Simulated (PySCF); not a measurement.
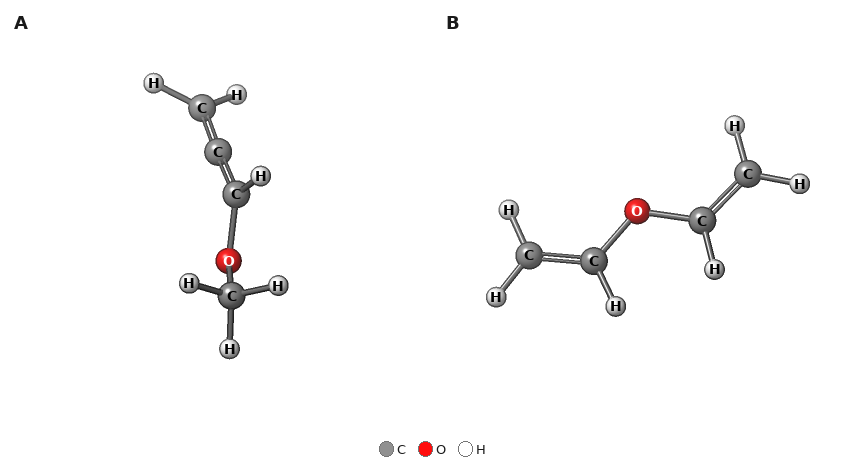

2 stationary structures of one formula. Geometries: PBE0-D3(BJ)/def2-SVP. Electronic energies: PBE0/pcSseg-1 (PySCF 2.14.0), without zero-point energy. No frequency run is at hand to confirm each as a minimum. Each is one conformer, not always the lowest.

**Rank them by energy, lowest first.**

B is lowest; A lies 0.780 eV above it. A is `C=C=COC`, B is `C=COC=C`.
